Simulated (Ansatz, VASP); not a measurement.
# Bi (Bismuth) in two plane-wave programs, part 2 of 2

Aim: how closely do two programs agree when they are given the same cell, functional and k mesh? The cell is taken from a series of VASP runs on this material, whose earlier steps may have relaxed, scaled or displaced it; both programs get it as it stands. Valence electrons are named where the data sets of a main pair hold unlike numbers.

VASP 6.6.1 and Ansatz 0.2.0.

So far. Step 3 (Ansatz: single point, PBEsol): The run ends at a pressure of 0.14 GPa, with forces up to 0.099 eV/Å.

**6. VASP: band structure, PBEsol, spin-orbit coupling**

Level of this step: PBEsol, spin-orbit coupling; plane waves and PAW (Bi_d) (VASP).

The same cell, functional, mesh and smearing now go to VASP, with its own data sets.

Input file INCAR:

```
SYSTEM = Bi
PREC = Accurate
ENCUT = 400
EDIFF = 1E-06
NELM = 100
ISMEAR = 1
SIGMA = 0.2
LREAL = .FALSE.
ALGO = Normal
GGA = PS
LNONCOLLINEAR = .TRUE.
MAGMOM = 0 0 0 0 0 0
NBANDS = 42
GGA_COMPAT = .FALSE.
LASPH = .TRUE.
LSORBIT = .TRUE.
LORBIT = 11
LWAVE = .FALSE.
LCHARG = .FALSE.
KPAR = 2
```

Input file POSCAR:

```
Bi
1.0
    2.2569148546      1.3030303989      3.9243476710
   -2.2569148546      1.3030303989      3.9243476710
    0.0000000000     -2.6060607977      3.9243476710
Bi
2
Direct
    0.2349557539      0.2349557539      0.2349557539
    0.7650442461      0.7650442461      0.7650442461
```

Input file KPOINTS:

```
Automatic mesh
0
Gamma
5 5 5
0 0 0
```

Input file KPOINTS_OPT:

```
Line mode
16
Line-mode
Reciprocal
  0.00000000   0.00000000   0.00000000 GAMMA
  0.50000000   0.00000000   0.00000000 L

  0.50000000   0.00000000   0.00000000 L
  0.50000000   0.24016591  -0.24016591 B1

  0.75983409   0.50000000   0.24016591 B
  0.50000000   0.50000000   0.50000000 Z

  0.50000000   0.50000000   0.50000000 Z
  0.00000000   0.00000000   0.00000000 GAMMA

  0.00000000   0.00000000   0.00000000 GAMMA
  0.37008296   0.00000000  -0.37008296 X

  0.62991704   0.37008296   0.00000000 Q
  0.50000000   0.50000000   0.00000000 F

  0.50000000   0.50000000   0.00000000 F
  0.62991704   0.62991704   0.24016591 P1

  0.62991704   0.62991704   0.24016591 P1
  0.50000000   0.50000000   0.50000000 Z

  0.50000000   0.00000000   0.00000000 L
  0.75983409   0.37008296   0.37008296 P
```

Potentials, in the order of the species: Bi_d (PBE family, release 64).

The run is started by

```sh
mpirun -np 2 vasp_ncl
```

Numbers of over 12 decimals in the logs are rounded to 6 here.

Log:

```text
[banner, memory and clock lines left out]
running    2 mpi-ranks, on    1 nodes
[...]
[... a notice as in an earlier step ...]

 LDA part: xc-table for (Slater+PW92), standard interpolation
 POSCAR, INCAR and KPOINTS ok, starting setup
[...]
entering main loop
       N       E                     dE             d eps       ncg     rms          rms(c)
DAV:   1     0.332531008098E+03    0.33253E+03   -0.13593E+04  1596   0.148E+03
DAV:   2     0.290006843211E+02   -0.30353E+03   -0.29556E+03  1596   0.445E+02
DAV:   3    -0.837211885375E+01   -0.37373E+02   -0.36533E+02  1844   0.179E+02
DAV:   4    -0.101645368717E+02   -0.17924E+01   -0.17844E+01  1884   0.421E+01
[...]
DAV:   9    -0.102432993766E+02    0.23719E-06   -0.24682E-04  2166   0.153E-01    0.110E-02
DAV:  10    -0.102432997373E+02   -0.36077E-06   -0.27690E-05  1816   0.502E-02    0.807E-03
DAV:  11    -0.102432998105E+02   -0.73132E-07   -0.38215E-06  1610   0.140E-02
   1 F= -.10243300E+02 E0= -.10243552E+02  d E =0.756316E-03  mag=    -0.0000    -0.0000    -0.0000
 Start KPOINTS_OPT (optional k-point list driver)
k-point batch [1-19\144]
       N       E                     dE             ncg
DAV:   1     0.626167506832E+03   -0.57041E+04     1604
DAV:   2    -0.510207918466E+04   -0.57282E+04     1644
DAV:   3    -0.583194974504E+04   -0.72987E+03     1792
DAV:   4    -0.586794295057E+04   -0.35993E+02     1874
DAV:   5    -0.586985177657E+04   -0.19088E+01     2276
DAV:   6    -0.586989629784E+04   -0.44521E-01     2286
DAV:   7    -0.586989718485E+04   -0.88702E-03     2354
DAV:   8    -0.586989721004E+04   -0.25190E-04     2380
DAV:   9    -0.586989721045E+04   -0.40895E-06     1306
[...]
k-point batch [134-144\144]
       N       E                     dE             ncg
DAV:   1     0.554880229892E+04   -0.80299E+04      932
DAV:   2     0.218588082561E+04   -0.33629E+04      924
DAV:   3     0.178212274618E+04   -0.40376E+03     1070
DAV:   4     0.176356257025E+04   -0.18560E+02     1088
DAV:   5     0.176251867169E+04   -0.10439E+01     1256
DAV:   6     0.176249100354E+04   -0.27668E-01     1298
DAV:   7     0.176249022460E+04   -0.77895E-03     1366
DAV:   8     0.176249021159E+04   -0.13010E-04     1332
DAV:   9     0.176249021134E+04   -0.24624E-06      708
```

From OUTCAR (step 6):

```text
  Total        0.4342779      0.4342779      0.1604335      0.0000000      0.0000000      0.0000000
  in kB       10.0482367     10.0482367      3.7120798      0.0000000      0.0000000      0.0000000
  external PRESSURE =       7.9361844 kB  Pullay stress =       0.0000000 kB

 POSITION                                       TOTAL-FORCE (eV/Angst)
 -----------------------------------------------------------------------------------
      0.00000      0.00000      2.76614         0.000000      0.000000      0.075167
      0.00000      0.00000      9.00690         0.000000     -0.000000     -0.075167
 -----------------------------------------------------------------------------------
    total drift:                               -0.000000     -0.000000      0.000000

  FREE ENERGIE OF THE ION-ELECTRON SYSTEM (eV)
  ---------------------------------------------------
  free  energy   TOTEN  =       -10.2432998105 eV

  energy  without entropy=      -10.2440561263  energy(sigma->0) =      -10.24355192

 magnetization (x)
# of ion       s       p       d       tot
------------------------------------------
    1       -0.000   0.000  -0.000   0.000
    2       -0.000   0.000  -0.000  -0.000
--------------------------------------------------
tot         -0.000   0.000  -0.000   0.000

 magnetization (y)
# of ion       s       p       d       tot
------------------------------------------
    1        0.000   0.000   0.000   0.000
    2        0.000   0.000   0.000   0.000
--------------------------------------------------
tot          0.000   0.000   0.000   0.000

 magnetization (z)
# of ion       s       p       d       tot
------------------------------------------
    1        0.000   0.000   0.000   0.000
    2        0.000   0.000   0.000   0.000
--------------------------------------------------
tot          0.000   0.000   0.000   0.000

[... 1 part as in an earlier step ...]

[... 2 further parts left out ...]
[key lines of the parts left out:]
E-fermi :   6.2951
```

The run ends at a pressure of 0.79 GPa, with forces up to 0.075 eV/Å.

**7. Comparison**

What differs besides the data sets and the points named for the pairs above, as far as they apply: spin-orbit coupling enters by fully relativistic files in Ansatz and inside the spheres in VASP. Total energies have different zeros and are not compared.

Both answers:

| quantity | Ansatz | VASP | difference |
| --- | --- | --- | --- |
| pressure (GPa) | 0.97 | 0.79 | +0.18 |

Forces (eV/Å; atoms numbered as in POSCAR):

| atom | Ansatz x, y, z | VASP x, y, z |
| --- | --- | --- |
| Bi1 | 0.000, 0.000, 0.070 | 0.000, 0.000, 0.075 |
| Bi2 | 0.000, 0.000, -0.070 | 0.000, 0.000, -0.075 |

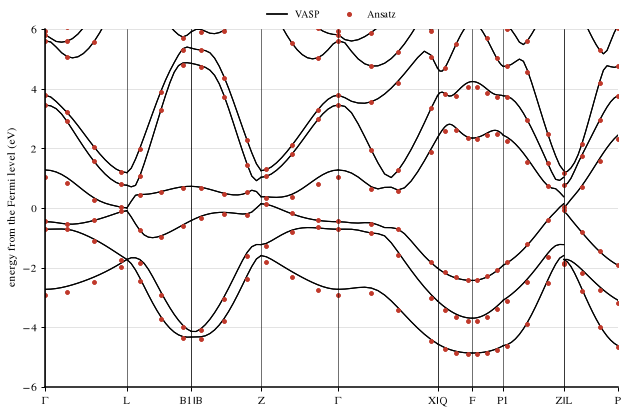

Bands from VASP (lines) and levels from Ansatz (dots). Dots without a line are higher empty bands that the VASP plot leaves out.

The forces differ by 3.2 meV/Å r.m.s., which is 7.4 % of the r.m.s. force of 0.043 eV/Å (both taken over all components). Levels from 3 eV below to 2 eV above the Fermi level differ by 84 meV r.m.s. and 224 meV at most; each VASP level is matched to the nearest of Ansatz, which flatters the figure a little.

**8. Further runs**

Further runs change the set-up of one program: Ansatz's method, potentials or start, or VASP's data sets, cutoff or form of LDA. The table gives Ansatz less VASP for each quantity, since a change that brings one quantity closer may part another.

| run | r.m.s. force difference (meV/Å) | pressure (GPa) |
| --- | --- | --- |
| as above | 3.2 | 0.18 |
| cores kept as stored | 3.1 | 0.18 |
| Ansatz's larger PAW set (cutoff 600 eV) | 1.4 | 0.20 |
| norm-conserving potentials (cutoff 898 eV) | 5.3 | 0.20 |

**9. Outcome**

* r.m.s. force difference (single point, PBEsol): 4.1 meV/Å
* r.m.s. difference of levels near the Fermi level (band structure, PBEsol, spin-orbit coupling): 84 meV

The r.m.s. difference of levels near the Fermi level is 84 meV (band structure, PBEsol, spin-orbit coupling), beyond the 80 meV picked in this series as the mark of a large difference. Band structure, PBEsol, spin-orbit coupling, Ansatz's larger PAW set (cutoff 600 eV): r.m.s. force difference goes from 3.2 to 1.4 meV/Å. Band structure, PBEsol, spin-orbit coupling, norm-conserving potentials (cutoff 898 eV): r.m.s. force difference goes from 3.2 to 5.3 meV/Å. Such differences can come from data sets, numerical settings and the points named under the comparisons, not from the functional's error against experiment.

[Lines on the potential files, build, host, timing and source positions are cut from VASP's logs without a mark.]

[Logs are printed without paths, hosts, clocks, repeated set-up lines and the standing remarks that a program may print on its own settings, such as how far it seeks lower states.]

[Hosts, paths, dates, database ids (printed as entryN), source tags and the programs' standing remarks are cut or masked in the printed files.]
